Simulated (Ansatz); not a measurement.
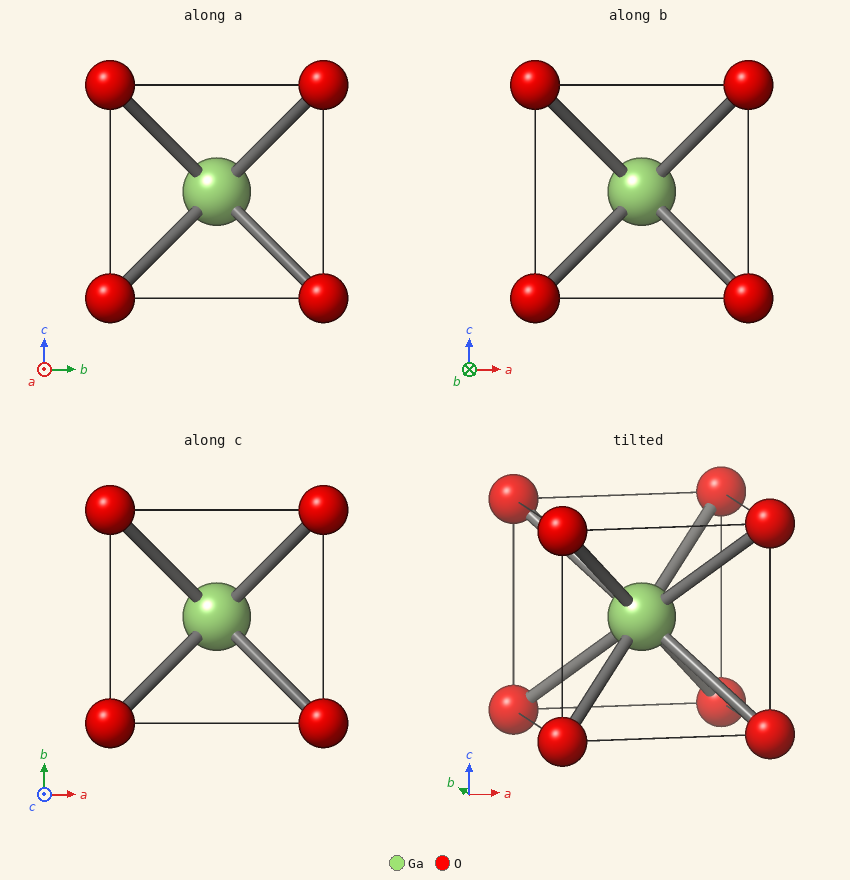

Ball-and-stick drawing of the structure, looking along the a axis, along the b axis, along the c axis and slightly off an axis. The conventional unit cell is outlined; an atom on or near a face, edge or corner is repeated at each equivalent position.

Lattice parameters: a = 2.8336 Å, b = 2.8336 Å, c = 2.8336 Å, α = 90.000°, β = 90.000°, γ = 90.000°.

Q: Write down what is shown as a CIF with its space group and independent sites.

A:
```cif
data_structure
_symmetry_space_group_name_H-M 'P m -3 m'
_symmetry_Int_Tables_number 221
_cell_length_a 2.8336
_cell_length_b 2.8336
_cell_length_c 2.8336
_cell_angle_alpha 90.000
_cell_angle_beta 90.000
_cell_angle_gamma 90.000
_cell_volume 22.75
loop_
_atom_site_label
_atom_site_type_symbol
_atom_site_symmetry_multiplicity
_atom_site_Wyckoff_symbol
_atom_site_fract_x
_atom_site_fract_y
_atom_site_fract_z
_atom_site_occupancy
Ga1 Ga 1 b 0.5000 0.5000 0.5000 1
O1 O 1 a 0.0000 0.0000 0.0000 1
```

The starting point was a structure type filled with these elements by a generator (whether the compound takes this form wasn't checked). Earlier steps of the study, as a rule a relaxation of our own, may have changed the cell and positions, so they can lie some per cent off the listed ones. Ansatz was used for an electronic-structure calculation on it.
